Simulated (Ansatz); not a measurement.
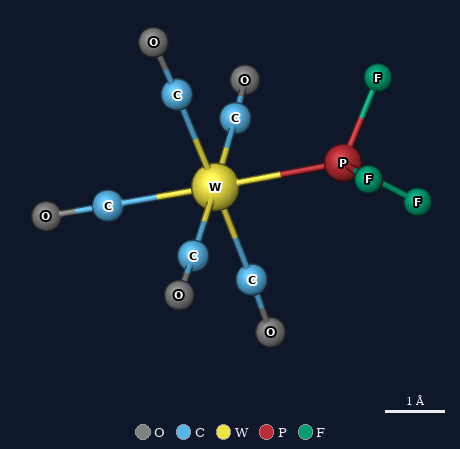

WC₅PO₅F₃, before the relaxation. Style: ball-and-stick. Shown at a tilt.

The start comes from GFN2-xTB.

Computed with Ansatz 0.2.0, RKS PBE0-D4/def2-TZVP.

The input:
```yaml
crystal:
  periodic: [false, false, false]
  atoms:
    - {symbol: O, position_ang: [2.791920, -1.079890, 1.119640]}
    - {symbol: C, position_ang: [1.865660, -0.580790, 0.689160]}
    - {symbol: W, position_ang: [0.258240, 0.344780, -0.080240]}
    - {symbol: C, position_ang: [-1.327860, 1.301490, -0.855320]}
    - {symbol: O, position_ang: [-2.208490, 1.869120, -1.297050]}
    - {symbol: C, position_ang: [1.378290, 1.947080, -0.425380]}
    - {symbol: O, position_ang: [2.017600, 2.866440, -0.623450]}
    - {symbol: C, position_ang: [-0.193510, 1.069180, 1.737290]}
    - {symbol: O, position_ang: [-0.430150, 1.503780, 2.760970]}
    - {symbol: C, position_ang: [0.731660, -0.350700, -1.903560]}
    - {symbol: O, position_ang: [1.015880, -0.722060, -2.939710]}
    - {symbol: P, position_ang: [-1.100640, -1.547540, 0.339460]}
    - {symbol: F, position_ang: [-0.655960, -2.736000, 1.288410]}
    - {symbol: F, position_ang: [-1.614940, -2.500030, -0.817560]}
    - {symbol: F, position_ang: [-2.527680, -1.384830, 1.007340]}
basis:
  gaussian: {orbitals: def2-TZVP}
hamiltonian: {xc: pbe0, dispersion: d4}
relax: {f_tol: 0.005, max_steps: 150}
```

Launched with:
```bash
ansatz run in.yaml --threads 4 --pin off --events-out ev --progress --plain --max-ram 46080MiB --backend cuda --devices 0, --max-vram 37GiB
```

> Predict the outcome.

The atom that moves furthest after the best rigid fit is O1 (0.087 Å). Largest moves by element: O 0.087 Å, F 0.081 Å, C 0.064 Å, P 0.014 Å, W 0.005 Å. Among the contacts that change: W3–C6 1.985 → 2.047 Å, C2–W3 2.008 → 2.058 Å, P12–F13 1.585 → 1.558 Å, W3–P12 2.367 → 2.384 Å. Among the angles between lasting bonds that change: F13–P12–F14 94.4° → 98.0°, W3–P12–F13 123.0° → 119.7°. After 7 geometry steps the energy has fallen by 5.76 kcal/mol. Largest force component: 2.2 eV/Å at the start, 0.0034 eV/Å at the end. The run took about 40 s of wall time on a shared GPU.

The structure at the end:

```xyz
15

O     2.7890   -1.1606    1.1514
C     1.8881   -0.6218    0.7131
W     0.2561    0.3494   -0.0796
C    -1.3749    1.3188   -0.8713
O    -2.2777    1.8555   -1.3097
C     1.4146    1.9987   -0.4366
O     2.0574    2.9163   -0.6347
C    -0.2148    1.0791    1.7840
O    -0.4752    1.4826    2.8158
C     0.7274   -0.3821   -1.9444
O     0.9874   -0.7886   -2.9746
P    -1.1111   -1.5567    0.3432
F    -0.5922   -2.6864    1.2826
F    -1.5679   -2.4557   -0.8448
F    -2.5062   -1.3486    1.0056
```

After the run, drawn alike:

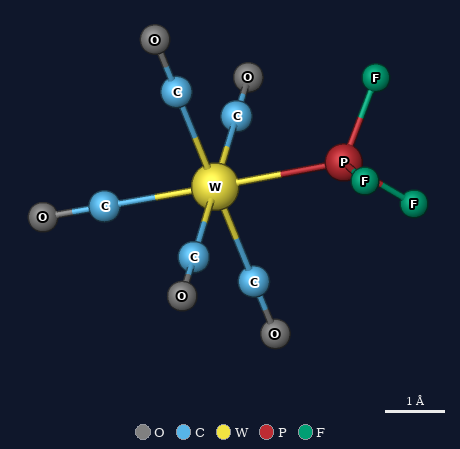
